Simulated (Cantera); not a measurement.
A closed system holds: 1 mol C₂F₆, a varied amount of HCl, at 2825 °C and 1.33 mbar.

Equilibrium computed with Cantera from the NASA thermochemical tables; the gas is ideal and each condensed phase is pure. Candidate condensed phases: C, C₆H₆, C₇H₈, C₈H₁₈; 118 gas species. The feed counts by its element totals alone. The numbers say what is thermodynamically allowed, not how fast it happens.

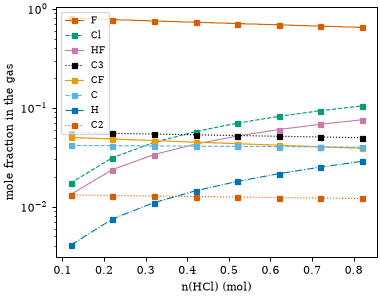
Fig. 1. Equilibrium gas composition (values under 1e-9 drawn at 1e-9)

From 0.12 mol HCl to 0.82 mol HCl nothing is condensed. The main C-bearing gas is C₃ throughout.
